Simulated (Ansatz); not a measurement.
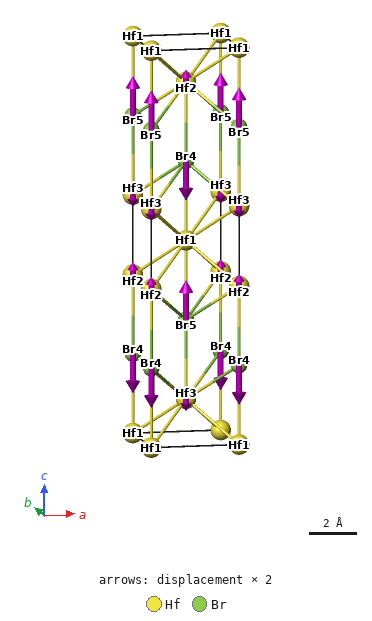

This is a relaxation of crystalline Hf$_{3}$Br$_{2}$ (a generated structure, set up in I4/mmm) (coarse preliminary run). The starting structure is drawn; purple arrows show the displacements (the part carried along by the change of the cell is left out), 2 times their true length.

A ball-and-stick model of the conventional cell (2 times the calculation's cell), seen slightly off an axis. Lengths and directions refer to the drawn axes.

These are results of DFT PBE, scalar-relativistic, plane waves, PAW (Ansatz), not measurements. Set-up: plane-wave cutoff 420 eV; k-point mesh 6 × 6 × 6; occupations gaussian; smearing width 0.1 eV; no spin polarisation; cell and atoms relaxed; force threshold 0.04 eV/Å; at most 70 steps.

> Which element moves most?

Bromine: up to 0.86 Å, against 0.27 Å for hafnium.

> What happened in the run?

The energy falls by 2.174 eV per cell of the calculation in 14 accepted moves (16 points after the start). Largest force component: 1.5 eV/Å at the start, 0.0032 eV/Å at the end. Pressure: −9.22 GPa at the start and 0.05 GPa at the end. The SCF was repeated twice at an unchanged geometry on a basis and grid sized afresh for the cell, which shifted the energy by 58.0 meV per cell of the calculation at most. The largest moves relative to the cell, 0.86 Å, are those of Br4 and Br5. Br5 goes along +c. Largest moves by element: Br 0.86 Å, Hf 0.27 Å. The drawn cell changes as follows: a = b 3.853 → 3.304 Å (−14.3 %), c 17.286 → 23.842 Å (+37.9 %); the volume changes by +1.4 %. Near-neighbour distances that change, for instance: Hf2–Br4 3.448 → 5.885 Å, Br4–Br5 3.231 → 4.735 Å, Hf2–Hf3 3.483 → 4.270 Å, Hf1–Hf1 3.853 → 3.304 Å. Bonds break, among them: Hf2–Br4 (3.45 → 5.88 Å), Hf3–Br5 (3.45 → 5.88 Å). Bond angles that change, for instance: Hf3–Br4–Hf3 115.7° → 105.8°, Hf3–Br4–Hf3 73.6° → 68.7°. The space group stays I4/mmm (No. 139).

Limits of the set-up: layers or molecules are held without a dispersion correction, so their spacing is unreliable.
